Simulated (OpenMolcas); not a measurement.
## Multiconfigurational calculation, with input and output: Ag²⁺ complex

System: Ag²⁺ with 6 ligands (S and H2O; tetragonal octahedron, 2.72 Å), neutralised by 6 outer point charges of +1 e, whose field is part of the energies.
Method: state-averaged SS-CASPT2, IPEA shift 0.25, imaginary shift 0.1 hartree, closed shells 4s 4p of the metal and the valence shells of the ligands correlated, active space 9 electrons in the shell 4d, basis ANO-RCC-VDZP on the metal and ANO-RCC-VDZP on the ligands, DKH2 scalar Hamiltonian, spin-orbit coupling by RASSI with atomic mean-field integrals (OpenMolcas).

Output (extracts):
```
--- CASPT2 ---
Orbital specifications:
      -----------------------

      Symmetry species                           1   2
                                                ag  au
      Frozen orbitals                           19  17
      Inactive orbitals                         13  15
      Active orbitals                            5   0
      Secondary orbitals                        44  50
      Deleted orbitals                           0   0
      Number of basis functions                 81  82
Type of calculation                        SS-CASPT2
      Fock operator                              state-specific
      IPEA shift                                 0.25
      Real shift                                 0.00
      Imaginary shift                            0.10
      The input orbitals will be transformed to quasi-canonical
Reference energy:       -7060.4035105485
      E2 (Non-variational):      -1.4736051410
      Shift correction:          -0.0029110246
      E2 (Variational):          -1.4765161657
      Total energy:           -7061.8800267142
      Residual norm:              0.0000004045
      Reference weight:           0.64024
      Contributions to the CASPT2 correlation energy
      Active & Virtual Only:         -0.1599417579
      One Inactive Excited:          -0.2531980753
      Two Inactive Excited:          -1.0604653078
Reference energy:       -7060.3809885167
      E2 (Non-variational):      -1.4506013383
      Shift correction:          -0.0026191520
      E2 (Variational):          -1.4532204904
      Total energy:           -7061.8342090070
      Residual norm:              0.0000006026
      Reference weight:           0.64778
      Contributions to the CASPT2 correlation energy
      Active & Virtual Only:         -0.1539013630
      One Inactive Excited:          -0.2471426643
      Two Inactive Excited:          -1.0495573110
::    CASPT2 Root  1     Total energy:  -7061.88002671
::    CASPT2 Root  2     Total energy:  -7061.83420901
::    CASPT2 Root  3     Total energy:  -7061.82860753
::    CASPT2 Root  4     Total energy:  -7061.82206192
::    CASPT2 Root  5     Total energy:  -7061.81412539
```

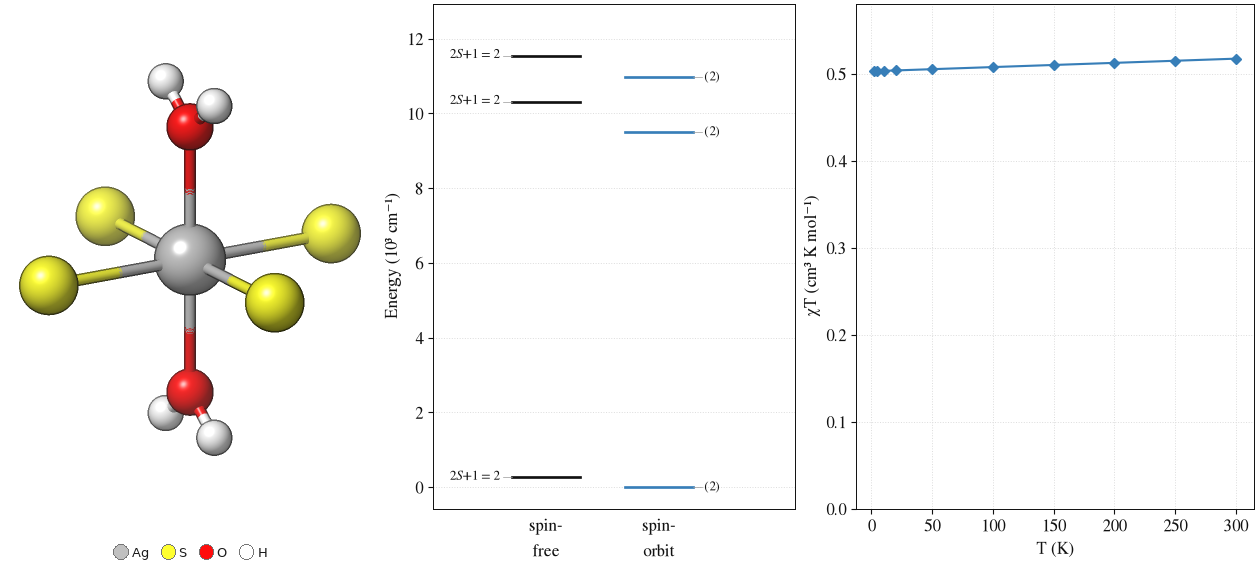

Figure 1. Ag²⁺ (4d⁹) with 6 ligands, S²⁻ with axial H₂O, at 2.72 Å (arrangement: tetragonal octahedron, Ci), axial distortion 0.846, neutralised by outer point charges of +1 e, and its levels and susceptibility. Labels give the representation in O, Td, D4 or D3 as the site allows (double group for half-integer spin) where it could be assigned and, in brackets, the degeneracy; spin-free states, where drawn, share the zero of the spin-orbit levels. Powder susceptibility by Van Vleck's formula. The ground level is a Kramers doublet, 100 % from states of spin multiplicity 2. Its principal g values are 2.07, 2.13 and 2.70. The next level lies at 9,500 cm⁻¹. χT is 0.503 cm³ K mol⁻¹ at 2 K and 0.517 at 300 K, an effective moment of 2.03 μB.

Input file:
```
&GATEWAY
Coord
11

Ag 0.0 0.0 0.0
S 2.720000 0.000000 0.000000
S 0.000000 2.720000 0.000000
S -2.720000 0.000000 0.000000
S 0.000000 -2.720000 0.000000
O 0.000000 0.000000 2.301120
H 0.779741 0.000000 2.878098
H -0.779741 0.000000 2.878098
O 0.000000 0.000000 -2.301120
H 0.779741 0.000000 -2.878098
H -0.779741 0.000000 -2.878098
Basis=Ag.ANO-RCC-VDZP,H.ANO-RCC-VDZP,O.ANO-RCC-VDZP,S.ANO-RCC-VDZP
Group=XYZ
NoMove
AngMom=0.0 0.0 0.0
AMFI
RICD
XField
3 Angstrom 0
5.320000 0.000000 0.000000 1.000000
0.000000 5.320000 0.000000 1.000000
0.000000 0.000000 5.901120 1.000000
&SEWARD
&RASSCF
FileOrb=start.orb
Symmetry=1
Spin=2
nActEl=9 0 0
Inactive=32 32
Ras2=5 0
CIRoot=5 5 1
SDav=5
CIMx=300
Iter=150 100
PrWF=0.3
OrbListing=Nothing
MaxOrb=0
LevShft=1.0
>>> COPY $Project.JobIph JOB001
&RASSI
NrOfJobIphs=1 5
1 2 3 4 5
IphNames
JOB001
EJob
SpinOrbit
DIPRint=1.0
SOCoupling=1000.0
Subsets=2
Property=9
'ANGMOM' 1 'ANGMOM' 2 'ANGMOM' 3 'MLTPL  1' 1 'MLTPL  1' 2 'MLTPL  1' 3
'AMFI' 1 'AMFI' 2 'AMFI' 3
SOProperty=3
'ANGMOM' 1 'ANGMOM' 2 'ANGMOM' 3
>>> COPY JOB001 $Project.JobIph
&CASPT2
Multistate=5 1 2 3 4 5
NoMult
Frozen=19 17
IPEA=0.25
Imaginary=0.1
MaxIter=60
WThr=0.0 0.3 0.05
PrWF=0.5
NoMix
```

The file start.orb holds starting orbitals from an earlier step. A driver script formed the levels outside the program, from RASSI's spin-orbit matrix and the CASPT2 energies (for multi-state variants, the effective Hamiltonian), averaged over the components of each term or state. The log and the time are those of the CASPT2 step.

Run as:
```bash
OMP_NUM_THREADS=1 MOLCAS_MEM=2457 MOLCAS_PROJECT=a pymolcas a.inp > a.log  # once for each step of the input, in one work folder
```

Key numbers:

- outcome: converged
- energy of the lowest spin-free term: −7061.88003 hartree
- energy of the lowest spin-orbit level: −7061.88123 hartree
- CASPT2 correlation energy: −1.4765 hartree
- largest spread among components of a term: 0.0 cm⁻¹
- lowest reference weight: 0.640
- hardware: 1 thread of Arm Neoverse V1, 24 GiB of memory available, shared host
- wall time: 21 s
- peak memory: 0.38 GiB

Remarks:

Limits: covalent bonds, ligand orbitals missing from the active space; bare point charges leave oxide and sulfide ligands too diffuse, field too small; distances are set from ionic radii, not optimised.
